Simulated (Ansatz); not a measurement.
**One shape, several levels: triplet C2H8OSn**

Aim: a comparison of 4 runs (U-r2SCAN/def2-SVP, UPBE/def2-SVP, USVWN5/def2-SVP, UMP2/def2-SVP) of triplet C2H8OSn. 

The results are computed with Ansatz 0.2.0.

26 further runs of the same task are left out: 26 set aside as unsound or not needed. Runs told in other sessions of the task aren't counted.

**1. The system as given**

The species is C2H8OSn (12 atoms), meant as a triplet with charge 0. As SMILES of the parent species, `[CH3][SnH]([CH3])[OH]`. Geometry: relaxed at PBE0-D4/def2-TZVP. This is one conformer, not always the lowest. That shape belongs to the parent species and isn't relaxed for this state.

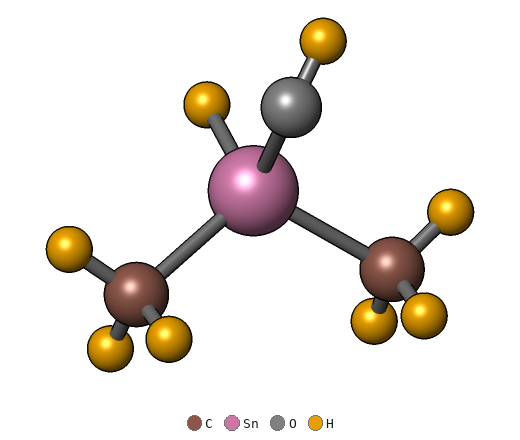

The structure, seen from a chosen angle (carbon brown, tin pink, oxygen grey, hydrogen amber).

**2. The energy at U-r2SCAN/def2-SVP (core potential) (run 1)**

Contents of job.yaml:

```yaml
crystal:
  periodic: [false, false, false]
  atoms:
    - {symbol: C, position_ang: [-0.737300, 1.161600, -1.330200]}
    - {symbol: Sn, position_ang: [-0.473900, -0.166600, 0.310700]}
    - {symbol: C, position_ang: [1.517400, -0.173800, 1.086500]}
    - {symbol: O, position_ang: [-0.798900, -1.938100, -0.509600]}
    - {symbol: H, position_ang: [-1.759600, 1.088500, -1.700500]}
    - {symbol: H, position_ang: [-0.537700, 2.191200, -1.031000]}
    - {symbol: H, position_ang: [-0.050000, 0.883400, -2.129700]}
    - {symbol: H, position_ang: [-1.637800, 0.046600, 1.558200]}
    - {symbol: H, position_ang: [1.775800, 0.808400, 1.485200]}
    - {symbol: H, position_ang: [1.607000, -0.911900, 1.883800]}
    - {symbol: H, position_ang: [2.214500, -0.428400, 0.287800]}
    - {symbol: H, position_ang: [-1.042500, -2.616300, 0.122900]}
basis:
  gaussian:
    orbitals: def2-SVP
magnetization:
  spin_polarized: true
  initial_magnetization: 2
hamiltonian:
  xc: r2scan
accuracy: high
output: {orbitals: {seedname: orbitals}}
```

The run is started by

```sh
$ ansatz run job.yaml --threads 1 --pin off --max-ram 2610MiB --events-out events.jsonl --progress --plain --runs-dir runs
```

What it wrote:

```text
Warning: RAYON_NUM_THREADS=1 ignored (pool sized by the plan → 1); use --threads N
Functional definition: r2SCAN
  name "r2SCAN"
  parameter k0 = 0.174
  parameter k1 = 0.065
  parameter a1 = 4.9479
  exchange = r2scan_x(k0 = k0, k1 = k1, a1 = a1)
  correlation = r2scan_c
2661 factors; integrals over basis functions are off by at most 9.5e-9 eV
mean field evaluation 1: about -10054.8650 eV, gradient 6.1e1 eV
mean field evaluation 2: about -9977.3389 eV, gradient 1.3e2 eV
mean field evaluation 4: about -10067.0495 eV, gradient 3.3e1 eV
mean field evaluation 8: about -10073.5444 eV, gradient 2.4e0 eV
mean field evaluation 16: about -10073.5691 eV, gradient 4.6e-2 eV
mean field evaluation 32: about -10073.5691 eV, gradient 9.6e-7 eV
mean field evaluation 64: about -10073.3129 eV, gradient 5.4e0 eV
mean field -10073.56914741 eV, -370.1968380569 hartree, gradient 4.1e-8 eV, S^2 2.006937; 8 other end points of the search recorded, 0 dependent functions left out
reference -10073.56915044 eV, -370.1968381684 hartree; 26, 24 occupied and 82, 84 virtual orbitals, 2661 factors
Total energy: -10073.56915044 eV, -370.1968381684 hartree
```

It took 69 s on 1 thread of Arm Neoverse V1, shared host; peak memory 0.63 GiB.

**3. The energy at UPBE/def2-SVP (core potential) (run 2)**

Contents of in.yaml:

```yaml
basis:
  gaussian:
    orbitals: def2-SVP
crystal:
  periodic: [false, false, false]
  atoms:
    - symbol: C
      position_ang: [-0.737300, 1.161600, -1.330200]
    - symbol: Sn
      position_ang: [-0.473900, -0.166600, 0.310700]
    - symbol: C
      position_ang: [1.517400, -0.173800, 1.086500]
    - symbol: O
      position_ang: [-0.798900, -1.938100, -0.509600]
    - symbol: H
      position_ang: [-1.759600, 1.088500, -1.700500]
    - symbol: H
      position_ang: [-0.537700, 2.191200, -1.031000]
    - symbol: H
      position_ang: [-0.050000, 0.883400, -2.129700]
    - symbol: H
      position_ang: [-1.637800, 0.046600, 1.558200]
    - symbol: H
      position_ang: [1.775800, 0.808400, 1.485200]
    - symbol: H
      position_ang: [1.607000, -0.911900, 1.883800]
    - symbol: H
      position_ang: [2.214500, -0.428400, 0.287800]
    - symbol: H
      position_ang: [-1.042500, -2.616300, 0.122900]
output: {orbitals: {seedname: orbitals}}
accuracy: high
magnetization:
  spin_polarized: true
  initial_magnetization: 2
hamiltonian:
  xc: {name: PBE}
```

The run is started by

```sh
$ ansatz run in.yaml --threads 1 --pin off --max-ram 2610MiB --events-out events.jsonl --progress --plain --runs-dir runs
```

What it wrote:

```text
Warning: RAYON_NUM_THREADS=1 ignored (pool sized by the plan → 1); use --threads N
Functional definition: PBE
  name "PBE"
  parameter kappa = 0.804
  parameter beta = 0.06672455060314922
  exchange = pbe_x(kappa = kappa, mu = beta*pi^2/3)
  correlation = pbe_c(beta = beta)
2661 factors; integrals over basis functions are off by at most 9.5e-9 eV
mean field evaluation 1: about -10046.1685 eV, gradient 6.7e1 eV
mean field evaluation 2: about -9936.9956 eV, gradient 1.5e2 eV
mean field evaluation 4: about -10059.5845 eV, gradient 3.9e1 eV
mean field evaluation 8: about -10068.4581 eV, gradient 2.1e0 eV
mean field evaluation 16: about -10068.4708 eV, gradient 1.2e-2 eV
mean field evaluation 32: about -10068.4708 eV, gradient 2.9e-8 eV
mean field evaluation 64: about -10067.9855 eV, gradient 2.3e0 eV
mean field -10068.47078713 eV, -370.0094767722 hartree, gradient 2.9e-8 eV, S^2 2.002902; 6 other end points of the search recorded, 0 dependent functions left out
reference -10068.47079169 eV, -370.0094769399 hartree; 26, 24 occupied and 82, 84 virtual orbitals, 2661 factors
Total energy: -10068.47079169 eV, -370.0094769399 hartree
```

It took 31 s on 1 thread of Arm Neoverse V1, shared host; peak memory 0.44 GiB.

**4. A single-point energy at USVWN5/def2-SVP (core potential) (run 3)**

Edit job.yaml of step 2 so:

```diff
@@ -16,9 +16,5 @@
 basis:
-  gaussian:
-    orbitals: def2-SVP
-magnetization:
-  spin_polarized: true
-  initial_magnetization: 2
-hamiltonian:
-  xc: r2scan
+  gaussian: {orbitals: def2-SVP}
+magnetization: {spin_polarized: true, initial_magnetization: 2}
+hamiltonian: {xc: {name: SVWN5}}
 accuracy: high
```

The run is started by

```sh
$ ansatz run job.yaml --threads 1 --pin off --max-ram 2610MiB --events-out events.jsonl --progress --plain --runs-dir runs
```

What it wrote:

```text
Warning: RAYON_NUM_THREADS=1 ignored (pool sized by the plan → 1); use --threads N
Functional definition: SVWN5
  name "SVWN5"
  exchange = slater_x
  correlation = vwn5_c
2661 factors; integrals over basis functions are off by at most 9.5e-9 eV
mean field evaluation 1: about -10005.4160 eV, gradient 6.9e1 eV
mean field evaluation 2: about -9892.8533 eV, gradient 1.5e2 eV
mean field evaluation 4: about -10019.0097 eV, gradient 4.1e1 eV
mean field evaluation 8: about -10028.9542 eV, gradient 2.3e0 eV
mean field evaluation 16: about -10028.9752 eV, gradient 1.8e-2 eV
mean field evaluation 32: about -10028.9752 eV, gradient 1.9e-8 eV
mean field evaluation 64: about -10026.7204 eV, gradient 2.4e0 eV
mean field -10028.97517340 eV, -368.5580397390 hartree, gradient 1.9e-8 eV, S^2 2.002228; 8 other end points of the search recorded, 0 dependent functions left out
reference -10028.97517749 eV, -368.5580398892 hartree; 26, 24 occupied and 82, 84 virtual orbitals, 2661 factors
Total energy: -10028.97517749 eV, -368.5580398892 hartree
```

Wall time 17 s (1 thread of Arm Neoverse V1, shared host); peak memory 0.41 GiB.

**5. The energy at UMP2/def2-SVP (core potential) (run 4)**

Contents of in.yaml:

```yaml
crystal:
  periodic: [false, false, false]
  atoms:
    - {symbol: C, position_ang: [-0.737300, 1.161600, -1.330200]}
    - {symbol: Sn, position_ang: [-0.473900, -0.166600, 0.310700]}
    - {symbol: C, position_ang: [1.517400, -0.173800, 1.086500]}
    - {symbol: O, position_ang: [-0.798900, -1.938100, -0.509600]}
    - {symbol: H, position_ang: [-1.759600, 1.088500, -1.700500]}
    - {symbol: H, position_ang: [-0.537700, 2.191200, -1.031000]}
    - {symbol: H, position_ang: [-0.050000, 0.883400, -2.129700]}
    - {symbol: H, position_ang: [-1.637800, 0.046600, 1.558200]}
    - {symbol: H, position_ang: [1.775800, 0.808400, 1.485200]}
    - {symbol: H, position_ang: [1.607000, -0.911900, 1.883800]}
    - {symbol: H, position_ang: [2.214500, -0.428400, 0.287800]}
    - {symbol: H, position_ang: [-1.042500, -2.616300, 0.122900]}
basis:
  gaussian:
    orbitals: def2-SVP
magnetization:
  spin_polarized: true
  initial_magnetization: 2
correlation:
  method: mp2
  frozen_orbitals: {C: 1, H: 0, O: 1, Sn: 4}
accuracy: high
```

The run is started by

```sh
$ ansatz run in.yaml --threads 1 --pin off --max-ram 2610MiB --events-out events.jsonl --progress --plain --runs-dir runs
```

What it wrote, shortened:

```text
Warning: RAYON_NUM_THREADS=1 ignored (pool sized by the plan → 1); use --threads N
Functional definition: HF
  name "HF"
[...]
2661 factors; integrals over basis functions are off by at most 9.5e-9 eV
[...]
mean field -10021.13485951 eV, -368.2699135178 hartree, gradient 4.7e-8 eV, S^2 2.007758; 8 other end points of the search recorded, 0 dependent functions left out
7 core orbitals not correlated: weight in the atoms' cores, before any rotation towards them, 1.000 or more for the frozen orbitals, at most 0.000 for the correlated occupied ones
reference -10021.13485951 eV, -368.2699135178 hartree; 19, 17 occupied and 82, 84 virtual orbitals, 2661 factors
second order -15.39878125 eV of doubles, -0.00000000 eV of singles
Total energy: -10036.53364076 eV, -368.8358082910 hartree
```

Wall time 32 s (1 thread of Arm Neoverse V1, shared host); peak memory 0.58 GiB.

**6. All runs side by side**

| run | level | frozen core orbitals | energy (Eh) | HOMO energy (eV) | ⟨S²⟩ | wall time |
| --- | --- | --- | --- | --- | --- | --- |
| 1 | U-r2SCAN/def2-SVP (core potential) | – | -370.196838 | -1.17 | 2.007 | 69 s |
| 2 | UPBE/def2-SVP (core potential) | – | -370.009477 | -0.97 | 2.003 | 31 s |
| 3 | USVWN5/def2-SVP (core potential) | – | -368.558040 | -1.06 | 2.002 | 17 s |
| 4 | UMP2/def2-SVP (core potential) | 7 | -368.835808 | – | 2.008 | 32 s |

**7. Outcome**

| quantity | value |
| --- | --- |
| run 4: total energy | -368.83581 Eh |
| run 4: correlation energy (7 core orbitals frozen) | -565.9 mEh |
| run 4: ⟨S²⟩ of the reference determinant | 2.008 |

Totals of different functionals can't be ranked against each other. All runs together took 2.5 min, the longest 69 s.
